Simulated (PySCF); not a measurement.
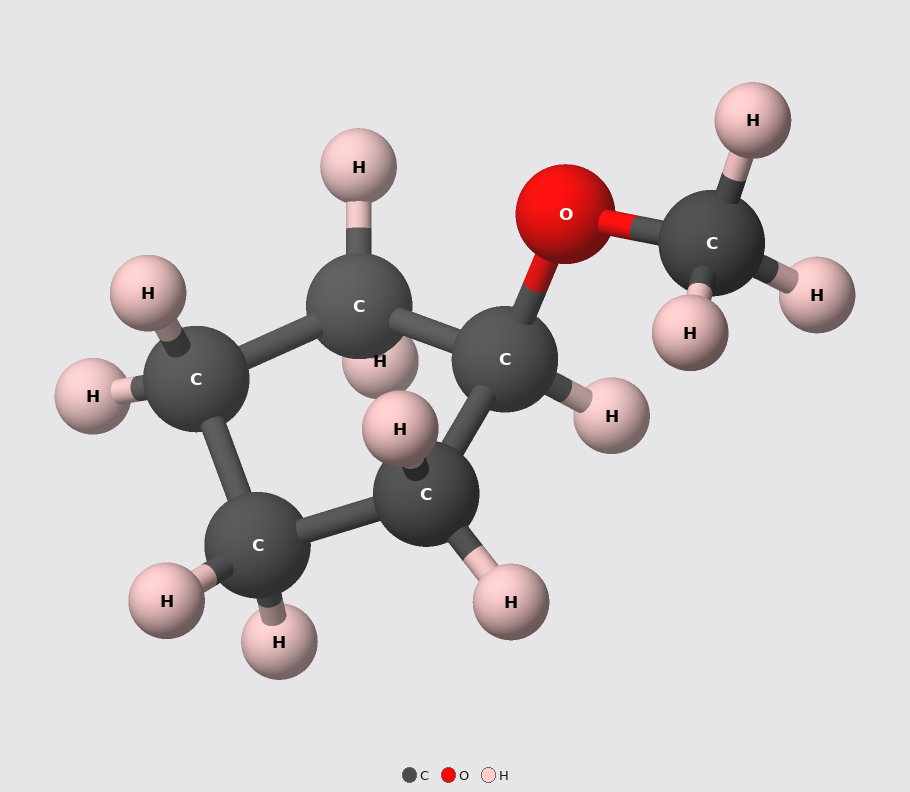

A ball-and-stick model of a molecule.

The geometry was computed by an optimisation with PBE0-D3(BJ)/def2-SVP. No frequency run is at hand to confirm it as a minimum.

What does the picture show?

It has 19 atoms: 6 carbon, 12 hydrogen and 1 oxygen (C6H12O). SMILES: `COC1CCCC1`. Independent rings (smallest set): 1 of 5 members. Among its groups: ether. The point group is C1. Coordination: 6 C tetrahedral; 1 O bent.

The parts below concern this one geometry. Atoms keep their numbers from picture to picture.

### Charges

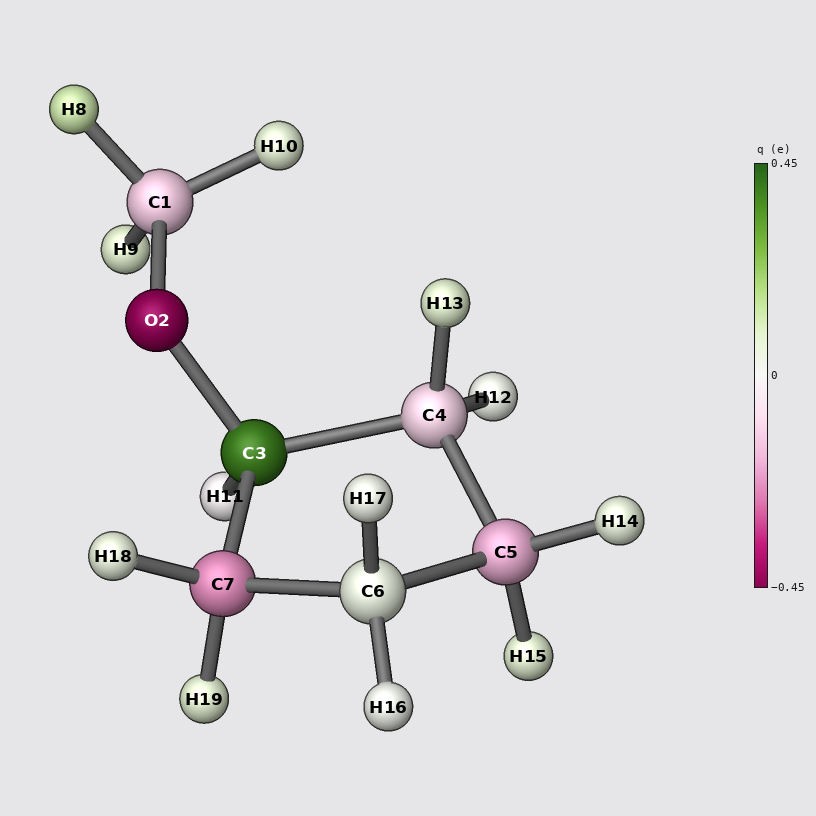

Atoms are coloured by their ESP-fitted charges. No frequency run is at hand to confirm it as a minimum. Method: PBE0/pcSseg-1 in acetonitrile (IEF-PCM) (PySCF 2.14.0).

List the ESP-fitted charges.

```tsv
atom	value (e)
C1	−0.13
O2	−0.44
C3	0.40
C4	−0.10
C5	−0.19
C6	0.04
C7	−0.23
H8	0.12
H9	0.08
H10	0.06
H11	−0.02
H12	0.03
H13	0.08
H14	0.05
H15	0.07
H16	0.02
H17	0.02
H18	0.05
H19	0.07
```

### Excitation

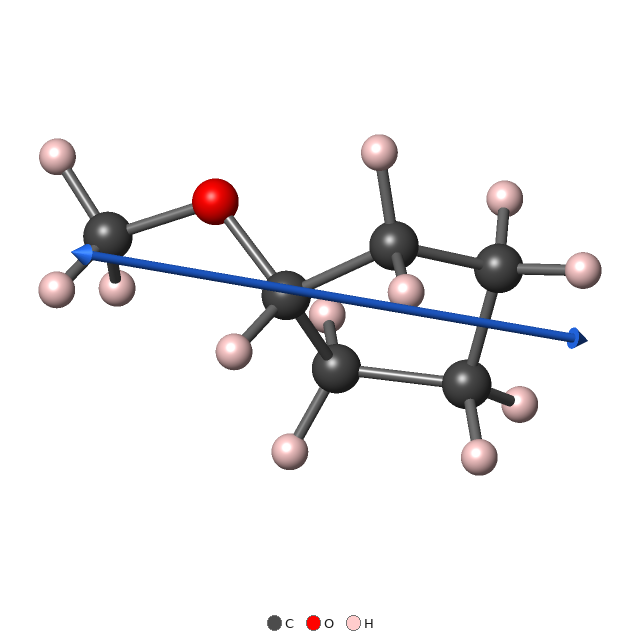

The double arrow shows the direction of the transition dipole to excited singlet state 5 (its length means nothing). No frequency run is at hand to confirm it as a minimum. Method: TDDFT B3LYP/def2-SVPD, vertical, IEF-PCM chloroform (non-equilibrium linear response), core orbitals frozen in the response (PySCF 2.14.0).

Where does the transition lie, and how strong is it?

Answer. 8.06 eV (154 nm), oscillator strength 0.025, mainly HOMO → LUMO+4 (weight 0.75); transition dipole 0.91 D.

### Ring current

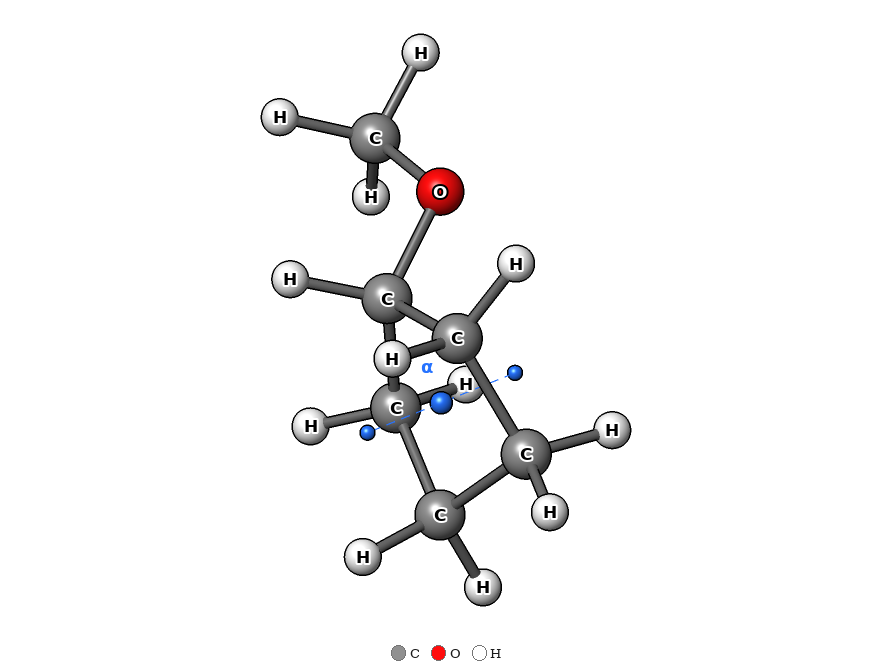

The small points mark where nucleus-independent chemical shifts (NICS) were computed: at the centre of each lettered ring and 1 Å above and below it. No frequency run is at hand to confirm it as a minimum. Properties computed with GIAO PBE0/pcSseg-1 NMR shielding, non-relativistic, IEF-PCM chloroform (PySCF 2.14.0).

Give NICS(0), NICS(1) and the out-of-plane component NICS(1)zz for each ring (means of the two sides).

```tsv
ring	members	NICS(0)	NICS(1)	NICS(1)zz
α	C5	−4.9	−4.0	−3.2
```

Values in ppm.

What do the values say about the ring currents?

Answer. Ring α: weak, as in a non-aromatic ring. NICS is one index among several.
